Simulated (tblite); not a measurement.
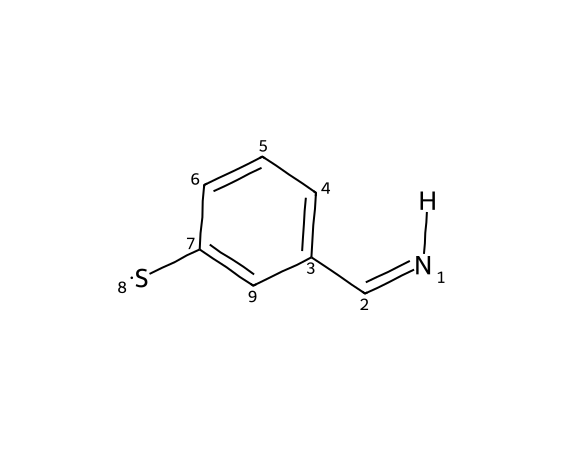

Skeletal drawing with numbered atoms; wedges and dashes mark any stereocentres. The configuration is that of a computed structure (GFN2-xTB).

### Assign CIP descriptors.

N1=C2: Z.

### Write the isomeric SMILES.

[H]/N=C\c1cccc([S])c1
